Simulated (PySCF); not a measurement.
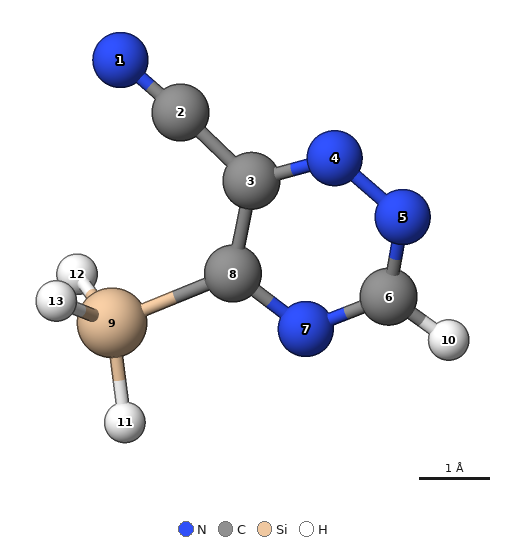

Figure 1. The structure as given in the input (ball-and-stick view, seen at a tilt; atoms are numbered from 1 in the order of the input).

## C4H4N4Si: NMR shielding calculation

C4H4N4Si, computed with GIAO PBE0/pcSseg-1 NMR shielding, non-relativistic, gas phase (PySCF 2.14.0).

The geometry comes from this level: GFN2-xTB. Figures and captions count atoms from 1; the log counts them from 0 in places.

### Log
```
coarse grid: 12696 points
cycle   1  E = -662.5256119883  dE =  1.684e+00  |g| = 5.158e-01  |ddm| = 3.800e+00
cycle   2  E = -662.3350617397  dE =  1.906e-01  |g| = 1.054e+00  |ddm| = 1.565e+00
cycle   3  E = -662.5829306372  dE = -2.479e-01  |g| = 1.433e-01  |ddm| = 1.065e+00
cycle   4  E = -662.5865225361  dE = -3.592e-03  |g| = 5.769e-02  |ddm| = 1.520e-01
cycle   5  E = -662.5872215172  dE = -6.990e-04  |g| = 1.507e-02  |ddm| = 5.085e-02
cycle   6  E = -662.5872634961  dE = -4.198e-05  |g| = 5.490e-03  |ddm| = 1.470e-02
cycle   7  E = -662.5872696132  dE = -6.117e-06  |g| = 1.703e-03  |ddm| = 5.502e-03
final grid: 122216 points
cycle   8  E = -662.6337180801  dE = -2.778e-05  |g| = 6.275e-03  |ddm| = 3.580e-02
cycle   9  E = -662.6337072563  dE =  1.082e-05  |g| = 9.288e-03  |ddm| = 1.377e-02
cycle  10  E = -662.6337262770  dE = -1.902e-05  |g| = 1.963e-03  |ddm| = 8.886e-03
cycle  11  E = -662.6337272228  dE = -9.458e-07  |g| = 4.749e-04  |ddm| = 2.280e-03
cycle  12  E = -662.6337272679  dE = -4.505e-08  |g| = 1.910e-04  |ddm| = 4.982e-04
cycle  13  E = -662.6337272740  dE = -6.132e-09  |g| = 8.470e-05  |ddm| = 1.733e-04
cycle  14  E = -662.6337272754  dE = -1.373e-09  |g| = 2.630e-05  |ddm| = 7.567e-05
cycle  15  E = -662.6337272755  dE = -1.455e-10  |g| = 8.904e-06  |ddm| = 2.997e-05
```

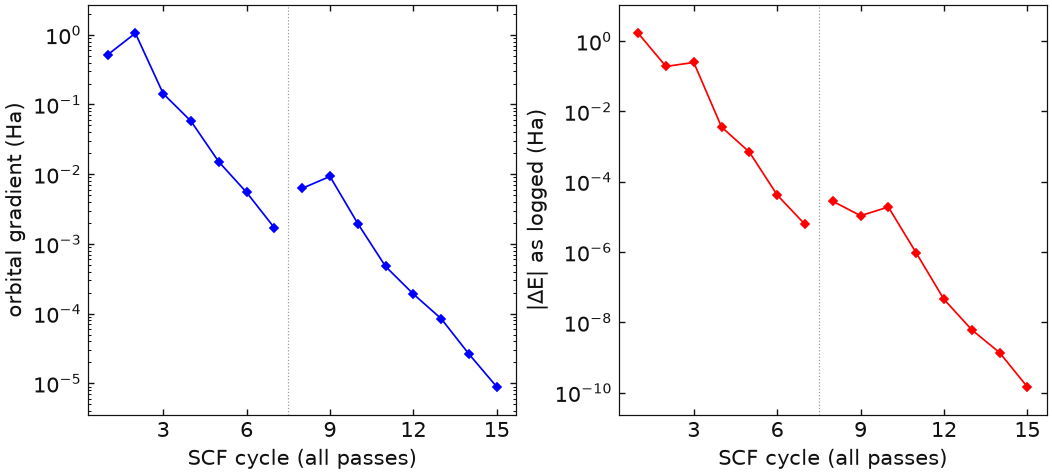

Figure 2. Convergence of the self-consistent field: orbital gradient and size of the energy change against the SCF cycle. The dotted line marks the change from a coarse to the final integration grid. The first 7 cycles use a coarse grid, the final grid takes over at cycle 8, and the field converges after 15 cycles in all.

```
converged SCF energy = -662.6337272755

GIAO shielding tensors (ppm)
atom      isotropic    diamagn.    paramagn.     s11        s22        s33       span
  0 N      -75.390     340.387    -415.778   -223.196   -212.435    209.460    432.657
  1 C       65.561     261.721    -196.160    -49.763    -39.199    285.645    335.407
  2 C       36.004     255.458    -219.454   -124.254     77.789    154.477    278.732
  3 N     -225.021     316.565    -541.586   -737.084   -210.278    272.298   1009.383
  4 N     -158.861     322.709    -481.570   -545.541   -194.523    263.480    809.022
  5 C       31.628     251.610    -219.981    -67.463     26.017    136.332    203.795
  6 N      -73.792     330.157    -403.948   -362.886   -174.676    316.187    679.073
  7 C       13.287     256.164    -242.877    -77.713    -44.012    161.586    239.298
  8 Si     418.015     881.189    -463.174    375.401    431.815    446.828     71.427
  9 H       21.847      28.145      -6.298     18.126     21.293     26.122      7.996
 10 H       27.298      28.827      -1.529     23.554     25.926     32.413      8.859
 11 H       26.741      29.335      -2.594     23.614     25.930     30.680      7.066
 12 H       26.979      29.409      -2.431     23.193     26.376     31.367      8.174
```

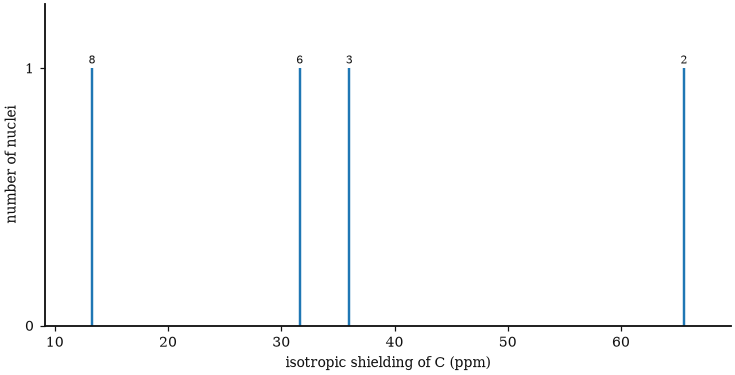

Figure 3. Isotropic shieldings of the carbon nuclei in this fixed geometry, labelled by atom number; shielding grows to the right, so chemical shift grows to the left. The least shielded is C8 (13.3 ppm), the most shielded C2 (65.6 ppm).

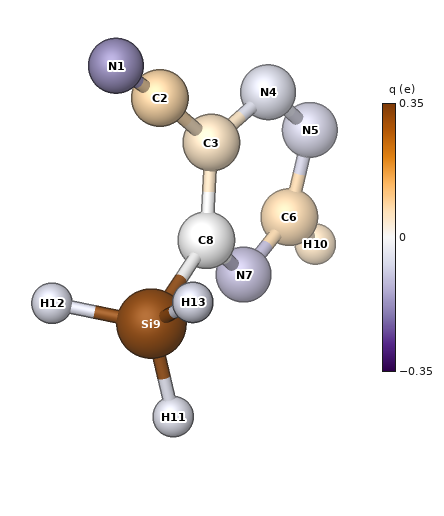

Figure 4. Hirshfeld charges, as the colour of each atom (ball-and-stick view, seen at a tilt; atoms are numbered from 1 in the order of the input). By element: N −0.17 to −0.06, C 0.00 to +0.09, Si +0.33 and H −0.06 to +0.07 e.

The run was set up as follows.

### Input
```
{"job": {"kind": "nmr", "xc": "PBE0", "basis": "pcSseg-1"}, "charge": 0, "multiplicity": 1}
N     -1.443761     2.830745    -0.492563
C     -0.617025     2.058320    -0.308860
C      0.349142     1.048138    -0.097929
N      1.619964     1.394896     0.072510
N      2.534780     0.485960     0.154523
C      2.178775    -0.775353    -0.028220
N      0.929844    -1.210497    -0.029905
C     -0.039626    -0.310913     0.000580
Si    -1.832440    -0.914978     0.184118
H      2.968820    -1.505710    -0.127381
H     -1.749203    -2.347402     0.433682
H     -2.497170    -0.590010    -1.076129
H     -2.406489    -0.162711     1.297845
```

The first line tells a small driver script what to run in PySCF; the rest is the geometry in Å.

Run as:
```bash
OMP_NUM_THREADS=1 python <driver script> task.json out
```

### Key numbers

| quantity | value |
| --- | --- |
| outcome | converged |
| total energy | −662.633727 hartree |
| HOMO | −7.42 eV |
| LUMO | −2.85 eV |
| dipole moment | 3.83 D |
| isotropic shielding, N | −225.0 to −73.8 ppm |
| isotropic shielding, C | 13.3 to 65.6 ppm |
| isotropic shielding, Si | 418.0 ppm |
| isotropic shielding, H | 21.8 to 27.3 ppm |
| hardware | 1 CPU thread, shared host |
| wall time | 43 s |
| peak memory | 0.81 GiB |
